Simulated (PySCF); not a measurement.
Run report: P3H5, NMR shielding calculation

- system: P3H5, SMILES PPP
- method: GIAO PBE0/cc-pVTZ NMR shielding, non-relativistic, gas phase (PySCF 2.14.0)

The geometry comes from this level: PBE0-D3(BJ)/def2-SVP. Figures and captions count atoms from 1; the log counts them from 0 in places.

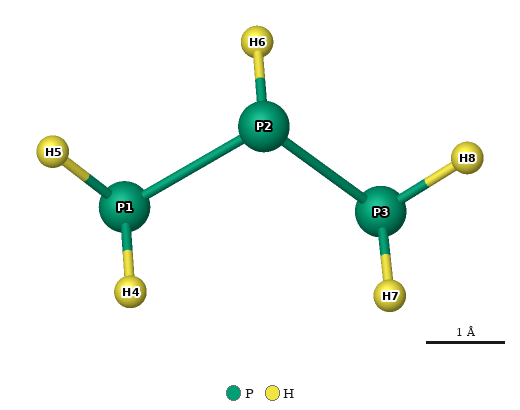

*The structure as given in the input (ball-and-stick view, seen at a tilt; atoms are numbered from 1 in the order of the input).*

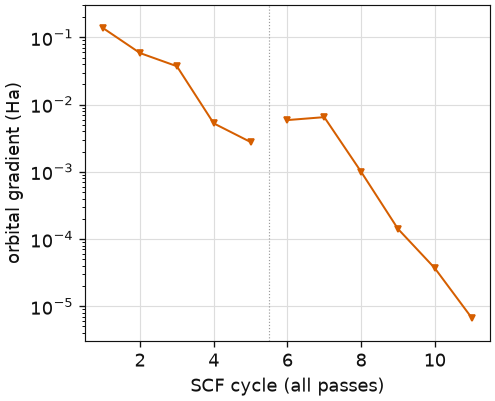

*Convergence of the self-consistent field: orbital gradient against the SCF cycle. The dotted line marks the change from a coarse to the final integration grid.*

The first 5 cycles use a coarse grid, the final grid takes over at cycle 6, and the field converges after 11 cycles in all.

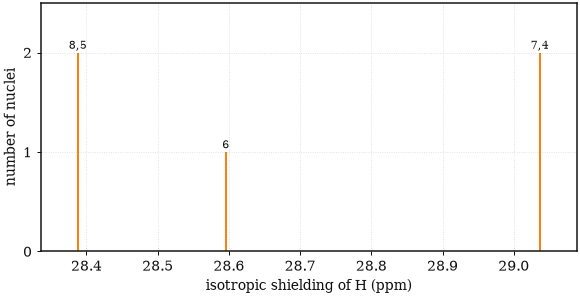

*Isotropic shieldings of the hydrogen nuclei in this fixed geometry, labelled by atom number; shielding grows to the right, so chemical shift grows to the left.*

The least shielded is H8 (28.4 ppm), the most shielded H4 (29.0 ppm).

The input that produced these results follows, with the program's output.

Input
```
{"job": {"kind": "nmr", "xc": "PBE0", "basis": "cc-pVTZ", "pop": true}, "charge": 0, "multiplicity": 1}
P      1.698040    -0.176321    -0.175661
P     -0.012299    -0.500508     1.245498
P     -1.607450    -0.356282    -0.329040
H      1.626795     1.248307    -0.061822
H      2.682396    -0.263310     0.858867
H      0.070036    -1.924960     1.120899
H     -1.717855     1.064619    -0.201568
H     -2.666499    -0.576398     0.607396
```

The first line tells a small driver script what to run in PySCF; the rest is the geometry in Å.

Launched with:
```bash
OMP_NUM_THREADS=1 python <driver script> task.json out
```

Log
```
coarse grid: 7976 points
cycle   1  E = -1026.6877810861  dE = -9.297e-02  |g| = 1.372e-01  |ddm| = 4.354e+00
cycle   2  E = -1026.6910472489  dE = -3.266e-03  |g| = 5.847e-02  |ddm| = 4.682e-01
cycle   3  E = -1026.6918301063  dE = -7.829e-04  |g| = 3.725e-02  |ddm| = 1.988e-01
cycle   4  E = -1026.6922770474  dE = -4.469e-04  |g| = 5.259e-03  |ddm| = 6.380e-02
cycle   5  E = -1026.6922848735  dE = -7.826e-06  |g| = 2.774e-03  |ddm| = 1.346e-02
final grid: 62640 points
cycle   6  E = -1026.7085723769  dE = -1.962e-05  |g| = 5.884e-03  |ddm| = 4.109e-02
cycle   7  E = -1026.7085680932  dE =  4.284e-06  |g| = 6.506e-03  |ddm| = 2.232e-02
cycle   8  E = -1026.7085821054  dE = -1.401e-05  |g| = 1.001e-03  |ddm| = 1.267e-02
cycle   9  E = -1026.7085824121  dE = -3.067e-07  |g| = 1.415e-04  |ddm| = 1.759e-03
cycle  10  E = -1026.7085824188  dE = -6.650e-09  |g| = 3.679e-05  |ddm| = 2.791e-04
cycle  11  E = -1026.7085824192  dE = -4.666e-10  |g| = 6.730e-06  |ddm| = 5.647e-05
converged SCF energy = -1026.7085824192

GIAO shielding tensors (ppm)
atom      isotropic    diamagn.    paramagn.     s11        s22        s33       span
  0 P      529.387     967.100    -437.712    457.931    545.979    584.252    126.321
  1 P      488.227     966.638    -478.411    415.481    483.919    565.281    149.800
  2 P      529.302     967.135    -437.833    457.788    546.089    584.030    126.241
  3 H       29.041      29.300      -0.259     24.202     27.356     35.566     11.365
  4 H       28.391      28.493      -0.102     23.361     26.023     35.789     12.428
  5 H       28.595      29.050      -0.455     23.802     26.827     35.157     11.355
  6 H       29.031      29.306      -0.275     24.194     27.317     35.583     11.388
  7 H       28.384      28.507      -0.123     23.369     26.020     35.765     12.396
```

Summary

| quantity | value |
| --- | --- |
| outcome | converged |
| total energy | −1026.708582 hartree |
| HOMO | −6.61 eV |
| LUMO | −0.41 eV |
| dipole moment | 0.64 D |
| isotropic shielding, P | 488.2 to 529.4 ppm |
| isotropic shielding, H | 28.4 to 29.0 ppm |
| hardware | 1 CPU thread, shared host |
| wall time | 10 s |
| peak memory | 0.77 GiB |
